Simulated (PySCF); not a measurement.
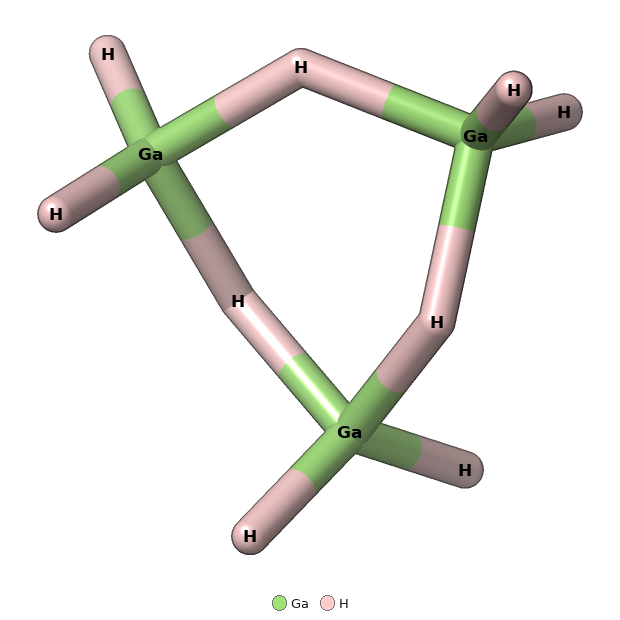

The geometry was computed by an optimisation with PBE0-D3(BJ)/def2-SVP. No frequency run is at hand to confirm it as a minimum. Method: B3LYP/def2-SVPD, gas phase (PySCF 2.14.0). Excitations: vertical, linear response.

Predict the main results.

The species is Ga₃H₉.
- dipole moment: 0.06 D
- HOMO energy (Kohn–Sham orbital): −8.56 eV
- LUMO energy (Kohn–Sham orbital): −1.26 eV
- HOMO–LUMO gap: 7.29 eV
- mean static polarisability: 103.5 bohr³
- lowest vertical singlet excitation: 6.44 eV
- its oscillator strength: 0.000
- brightest of the 15 lowest singlets: 6.67 eV
- its oscillator strength: 0.10
